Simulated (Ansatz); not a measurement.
# HCN···H3Sn (doublet): what the fields show

The calculation's input:

```
crystal:
  periodic: [false, false, false]
  atoms:
    - { symbol: H, position_ang: [-0.1516, -0.3983, 0.2087] }
    - { symbol: Sn, position_ang: [0.9469, 1.2394, -0.8726] }
    - { symbol: C, position_ang: [-0.7832, -1.5584, 0.6164] }
    - { symbol: "N", position_ang: [-1.2525, -2.551, 0.9075] }
    - { symbol: H, position_ang: [-0.6413, 0.4709, -1.4878] }
    - { symbol: H, position_ang: [1.6049, 0.177, 0.5204] }
    - { symbol: H, position_ang: [0.2769, 2.6203, 0.1075] }
magnetization:
  spin_polarized: true
  initial_magnetization: 1
basis:
  gaussian: { orbitals: def2-SVP }
hamiltonian:
  xc: pbe
  dispersion: d4
relax:
  f_tol: 0.15
  max_steps: 25
  restrain:
    - { distance: [0, 2], at: 1.07, k: 30.0 }
    - { distance: [1, 0], at: 3.0, k: 30.0 }
output:
  orbitals: {}
```

Command:

```sh
ansatz run input.yaml --threads 2 --pin off --max-ram 3072MiB --backend cpu --events-out ev --progress --plain --runs-dir out
```

The fields are those of the relaxed geometry.

Core potentials replace the inner electrons of Sn.

Level of theory: UKS PBE-D4/def2-SVP (Ansatz 0.2.0).

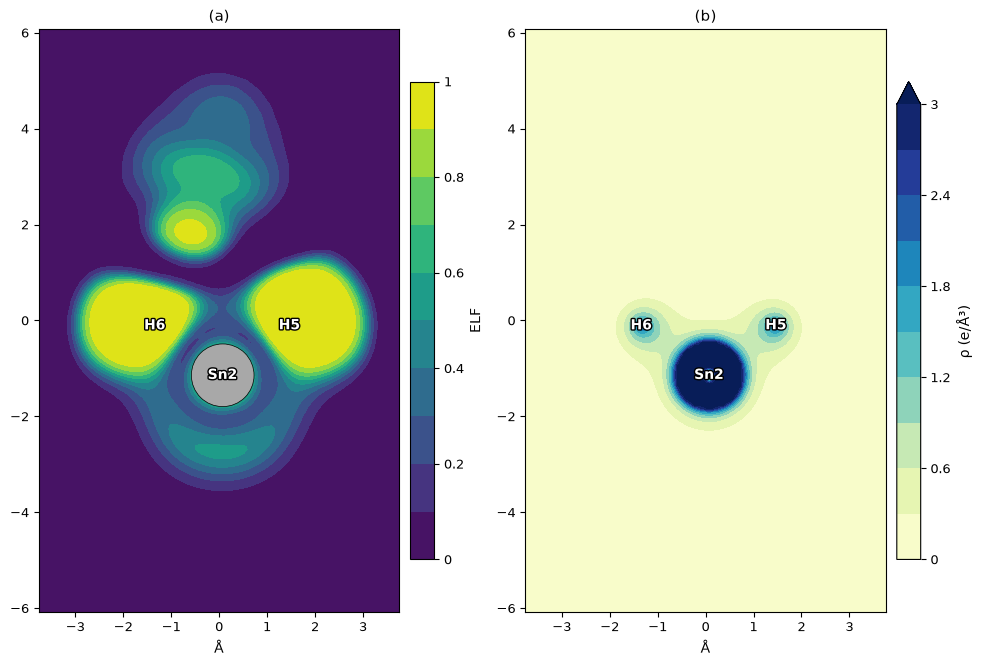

Figure 1. (a) electron localisation function; (b) electron density on the plane of atoms H5, Sn2 and H6. Grey discs cover the atomic cores in the ELF map.

> What does the map show?

The plane passes through Sn and H nuclei. Sn–H (1.74 Å): the density is about 1.1 e/Å³ at the midpoint; the ELF climbs to about 1 towards the hydrogen.

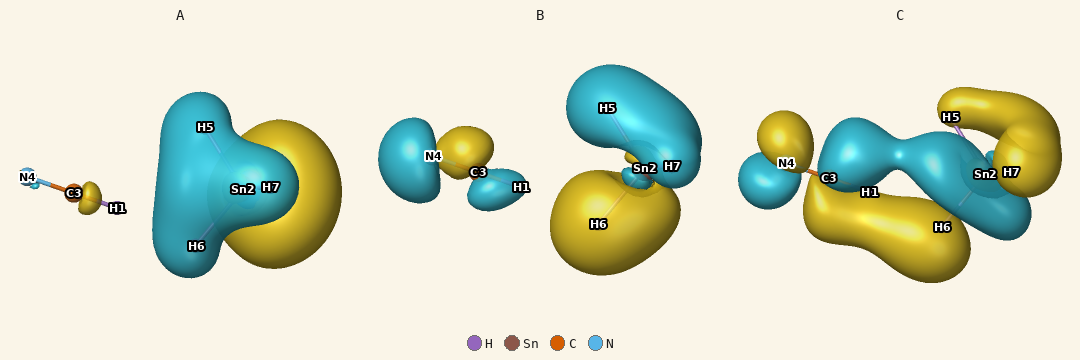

Figure 2. Three frontier orbitals at ±0.08 Å⁻³ᐟ² (yellow and cyan are the two phases), in no order.

> Which picture is the HOMO−1, the HOMO and the LUMO? All are α orbitals.

B is the HOMO−1 (α) (−8.40 eV). It lies mainly on Sn2 (about 35 %), H6 (about 25 %), N4 (about 15 %) and H5 (about 15 %). A is the HOMO (α) (−5.63 eV). Its weight (Hirshfeld) is mainly on Sn2 (about 80 %), H7 (about 5 %) and H5 (about 5 %). C is the LUMO (α) (−0.92 eV). Its weight (Hirshfeld) is mainly on Sn2 (about 35 %), C3 (about 20 %), N4 (about 20 %), H6 (about 15 %) and H7 (about 5 %).

> What is the gap between the highest occupied and lowest empty α orbitals?

4.71 eV between the orbital energies.

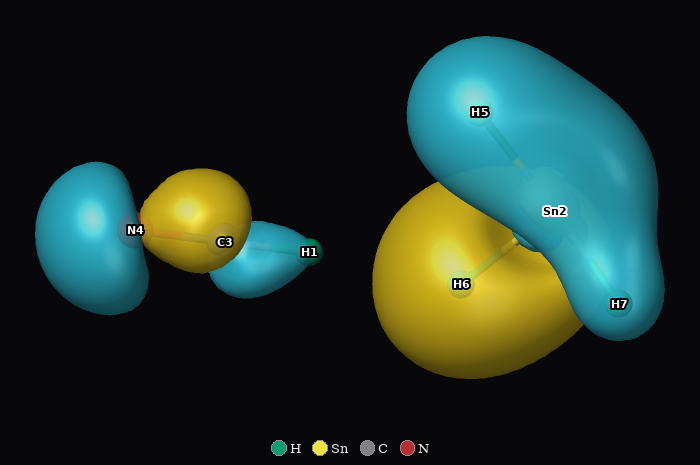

Figure 3. The HOMO−1 (α) at ±0.1 Å⁻³ᐟ² (yellow and cyan are the two phases), seen at an oblique angle.

> Where does this orbital lie, and at what energy?

It lies mainly on Sn2 (about 35 %), H6 (about 25 %), N4 (about 15 %) and H5 (about 15 %). Its energy is −8.40 eV.
